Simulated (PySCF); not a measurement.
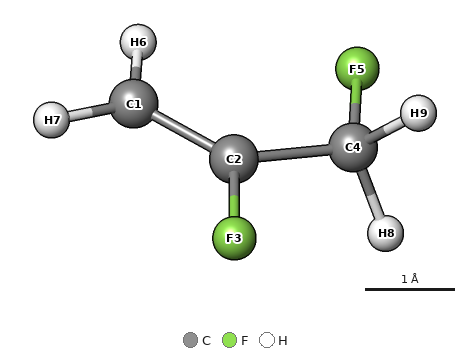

The starting structure (ball-and-stick view, seen at a tilt; atoms are numbered from 1 in the order of the input). Bond lengths as drawn: C–C 1.35 to 1.46 Å, C–F 1.36 to 1.37 Å and C–H 1.05 to 1.13 Å.

# C3H4F2: geometry relaxation

C3H4F2, computed with PBE0-D3(BJ)/def2-SVP geometry optimisation, gas phase (PySCF 2.14.0).

It belongs to a series of runs on one base structure; here: constitutional isomer.

**Output**
```
step   0  E = -315.80345953  max force = 0.039983
step   1  E = -315.80342958  max force = 0.019365
step   2  E = -315.80580381  max force = 0.012356
step   3  E = -315.80655763  max force = 0.011235
step   4  E = -315.80735163  max force = 0.001905
step   5  E = -315.80743921  max force = 0.001443
step   6  E = -315.80752521  max force = 0.000648
step   7  E = -315.80761339  max force = 0.000666
step   8  E = -315.80763137  max force = 0.000494
step   9  E = -315.80763379  max force = 0.000189
optimisation converged
```

**Trajectory as extended XYZ (Å, eV, eV/Å), 10 frames, from step=0 to step=9**
```
9
Properties=species:S:1:pos:R:3:forces:R:3 step=0 energy=-8593.44984
C     1.3681   -0.2076    0.3755   -1.4971   1.7218  -1.4892
C     0.3046    0.3530   -0.2356    2.0560   0.2736   0.0659
F     0.4361    1.4206   -1.0635   -0.0593  -0.6479   0.5219
C    -1.0953   -0.0550   -0.1523   -1.8746  -0.2888   0.6975
F    -1.2842   -1.1388    0.6683    0.4064   0.0275  -0.0109
H     1.2105   -1.0223    1.0169   -0.2296  -1.3158   0.9852
H     2.3489    0.2046    0.2313    0.5925   0.2015  -0.1013
H    -1.4884   -0.3384   -1.1444    0.0719   0.2839  -0.1431
H    -1.7424    0.7668    0.2701    0.5339  -0.2559  -0.5261
9
Properties=species:S:1:pos:R:3:forces:R:3 step=1 energy=-8593.44903
C     0.9864    0.4744    0.8911    0.7149  -0.9958   0.7485
C     0.3996    0.2264   -0.2614   -0.7063   0.2854  -0.4312
F     0.8929    0.6837   -1.4107   -0.0727   0.1767  -0.2621
C    -0.9403   -0.4195   -0.4741    0.4641   0.0596  -0.1752
F    -1.3551   -1.0616    0.6445   -0.1725   0.0214   0.1708
H     0.6556   -0.1154    1.7609   -0.1425   0.6578  -0.1037
H     1.9589    0.9730    0.9143   -0.1110   0.0609   0.0545
H    -0.8726   -1.1230   -1.3098    0.0773  -0.3302  -0.2118
H    -1.6674    0.3498   -0.7926   -0.0513   0.0643   0.2104
9
Properties=species:S:1:pos:R:3:forces:R:3 step=2 energy=-8593.51363
C     0.9973    0.4261    0.8962    0.6354  -0.2252  -0.3556
C     0.4001    0.2223   -0.2749   -0.5601   0.0935   0.3556
F     0.8618    0.6984   -1.4352    0.1468   0.0605   0.1910
C    -0.9327   -0.4259   -0.4876    0.1345  -0.0512  -0.1657
F    -1.3455   -1.0795    0.6293   -0.0649  -0.0123   0.0874
H     0.6578   -0.0235    1.8320   -0.3129   0.1000  -0.2336
H     1.9598    0.9408    0.9064    0.0103   0.0945   0.0236
H    -0.8737   -1.1250   -1.3416    0.0375  -0.0514   0.0556
H    -1.6669    0.3542   -0.7624   -0.0265  -0.0084   0.0416
9
Properties=species:S:1:pos:R:3:forces:R:3 step=3 energy=-8593.53415
C     1.0437    0.4061    0.8720   -0.3741  -0.2156  -0.1624
C     0.3856    0.2282   -0.2706    0.5777   0.4539   0.2612
F     0.8766    0.7377   -1.4049   -0.1816  -0.1824  -0.2715
C    -0.9358   -0.4360   -0.4842   -0.0646   0.0344  -0.0806
F    -1.3467   -1.0928    0.6359    0.0666  -0.0144   0.0189
H     0.5790    0.0343    1.7783    0.0556  -0.1431   0.2422
H     2.0093    0.9150    0.9117   -0.1098   0.0054  -0.0642
H    -0.8677   -1.1413   -1.3388    0.0240   0.1120   0.1552
H    -1.6860    0.3367   -0.7373    0.0062  -0.0501  -0.0988
9
Properties=species:S:1:pos:R:3:forces:R:3 step=4 energy=-8593.55575
C     1.0312    0.4026    0.8748    0.0594  -0.0242  -0.0639
C     0.3908    0.2515   -0.2752   -0.0427   0.0262  -0.0980
F     0.8536    0.7235   -1.4374    0.0343   0.0411   0.0679
C    -0.9276   -0.4209   -0.4790   -0.0427  -0.0144   0.0080
F    -1.3289   -1.0640    0.6522   -0.0262  -0.0078   0.0286
H     0.5790   -0.0185    1.7708    0.0238   0.0120   0.0674
H     1.9912    0.9183    0.9280   -0.0217  -0.0099  -0.0023
H    -0.8456   -1.1395   -1.3147    0.0097  -0.0004   0.0296
H    -1.6856    0.3349   -0.7574    0.0062  -0.0225  -0.0373
9
Properties=species:S:1:pos:R:3:forces:R:3 step=5 energy=-8593.55814
C     1.0308    0.3978    0.8766    0.0722  -0.0448   0.0742
C     0.3828    0.2535   -0.2697   -0.0511  -0.0014  -0.0007
F     0.8591    0.7372   -1.4209   -0.0522   0.0277  -0.0138
C    -0.9351   -0.4210   -0.4821    0.0202  -0.0033   0.0057
F    -1.3514   -1.0567    0.6485    0.0130   0.0321   0.0050
H     0.6138   -0.0238    1.7911   -0.0389   0.0224  -0.0441
H     1.9878    0.9191    0.9092    0.0244   0.0063  -0.0013
H    -0.8389   -1.1463   -1.3086    0.0037  -0.0394  -0.0111
H    -1.6909    0.3280   -0.7820    0.0085   0.0003  -0.0139
9
Properties=species:S:1:pos:R:3:forces:R:3 step=6 energy=-8593.56048
C     1.0358    0.3917    0.8751    0.0034  -0.0215   0.0238
C     0.3805    0.2594   -0.2693   -0.0097   0.0053   0.0125
F     0.8479    0.7540   -1.4195   -0.0333   0.0154  -0.0152
C    -0.9342   -0.4207   -0.4818    0.0120  -0.0031   0.0243
F    -1.3553   -1.0421    0.6552    0.0110   0.0197  -0.0040
H     0.6107   -0.0307    1.7851   -0.0049   0.0008  -0.0224
H     1.9933    0.9122    0.9113    0.0126   0.0059  -0.0003
H    -0.8302   -1.1574   -1.2978   -0.0007  -0.0285  -0.0013
H    -1.6906    0.3215   -0.7962    0.0096   0.0060  -0.0175
9
Properties=species:S:1:pos:R:3:forces:R:3 step=7 energy=-8593.56288
C     1.0435    0.3794    0.8725   -0.0343   0.0252  -0.0331
C     0.3751    0.2709   -0.2676    0.0166  -0.0053   0.0194
F     0.8230    0.7919   -1.4138   -0.0019   0.0081  -0.0081
C    -0.9329   -0.4202   -0.4812   -0.0018  -0.0095   0.0208
F    -1.3723   -1.0033    0.6687    0.0077  -0.0033  -0.0043
H     0.6207   -0.0599    1.7750    0.0157  -0.0174   0.0016
H     1.9975    0.9065    0.9134   -0.0025  -0.0021   0.0023
H    -0.8125   -1.1861   -1.2691   -0.0085  -0.0037   0.0146
H    -1.6841    0.3088   -0.8358    0.0090   0.0081  -0.0133
9
Properties=species:S:1:pos:R:3:forces:R:3 step=8 energy=-8593.56336
C     1.0453    0.3755    0.8715   -0.0145   0.0229  -0.0254
C     0.3729    0.2749   -0.2667    0.0072  -0.0078   0.0103
F     0.8128    0.8092   -1.4100    0.0012   0.0040  -0.0034
C    -0.9326   -0.4205   -0.4810   -0.0023  -0.0060   0.0062
F    -1.3825   -0.9848    0.6738    0.0055  -0.0059   0.0041
H     0.6310   -0.0777    1.7711    0.0082  -0.0106   0.0009
H     1.9965    0.9075    0.9135   -0.0036  -0.0014   0.0025
H    -0.8070   -1.2003   -1.2544   -0.0047   0.0014   0.0087
H    -1.6783    0.3040   -0.8557    0.0029   0.0035  -0.0039
9
Properties=species:S:1:pos:R:3:forces:R:3 step=9 energy=-8593.56343
C     1.0454    0.3749    0.8710   -0.0015   0.0097  -0.0079
C     0.3725    0.2754   -0.2667    0.0017  -0.0022  -0.0003
F     0.8104    0.8149   -1.4084   -0.0058   0.0013  -0.0025
C    -0.9326   -0.4209   -0.4809   -0.0001  -0.0022  -0.0003
F    -1.3865   -0.9781    0.6756    0.0055  -0.0048   0.0079
H     0.6360   -0.0857    1.7691    0.0012  -0.0017   0.0005
H     1.9948    0.9100    0.9140   -0.0003  -0.0007   0.0003
H    -0.8066   -1.2057   -1.2489   -0.0010   0.0005   0.0021
H    -1.6755    0.3031   -0.8626    0.0003   0.0001   0.0001
```

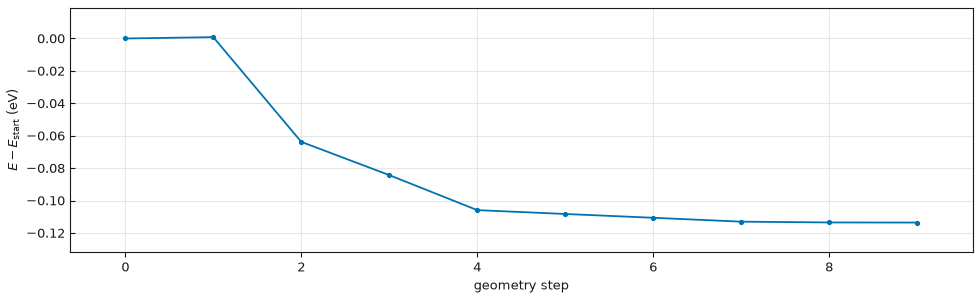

Progress of the relaxation, step by step (steps are counted from 0).

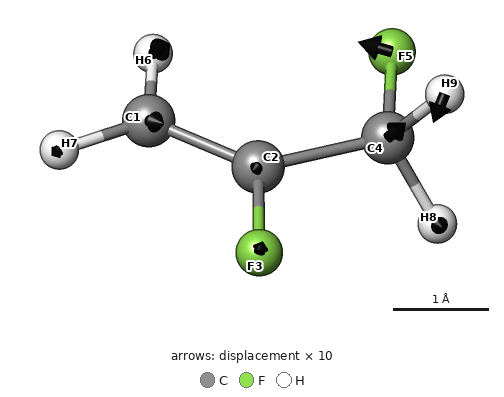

The starting structure with the displacements as black arrows, magnified 10 times (ball-and-stick view, seen at a tilt). The two geometries are laid on each other by the best rigid fit. After 9 geometry steps the energy has fallen by 0.114 eV. Largest force component: 2.1 eV/Å at the start, 0.0097 eV/Å at the end. The atom that moves furthest after the best rigid fit is F5 (0.038 Å). By element the largest moves are F 0.038 Å, H 0.033 Å, C 0.028 Å. Distances before and after: C1–H6 1.049 → 1.089 Å, C2–C4 1.461 → 1.495 Å, C1–C2 1.349 → 1.325 Å, C4–H9 1.128 → 1.105 Å. Among the angles that change: F5–C4–H9 105.8° → 109.7°, F5–C4–H8 106.6° → 109.7°, C2–C4–H9 111.6° → 109.3°. (Atoms are counted from 1 in the order of the input.)

This output came from the following input.

**Input**
```
{"job": {"xc": "PBE0", "basis": "def2-SVP", "d3": "d3bj", "grid": 1, "shake": 0.01, "kind": "geom"}, "charge": 0, "multiplicity": 1}
C      1.368060    -0.207590     0.375500
C      0.304630     0.352970    -0.235590
F      0.436090     1.420560    -1.063490
C     -1.095330    -0.055020    -0.152310
F     -1.284160    -1.138800     0.668280
H      1.210450    -1.022280     1.016930
H      2.348860     0.204580     0.231310
H     -1.488400    -0.338390    -1.144430
H     -1.742400     0.766820     0.270060
```

The first line tells a small driver script what to run in PySCF; the rest is the geometry in Å.

Launched with:
```bash
OMP_NUM_THREADS=1 python <driver script> task.json out
```

**Summary**

```csv
quantity,value
outcome,converged
total energy,−315.807634 hartree
dipole moment,0.45 D
point group,Cs
hardware,"1 CPU thread, shared host"
wall time,23 s
peak memory,0.38 GiB
```
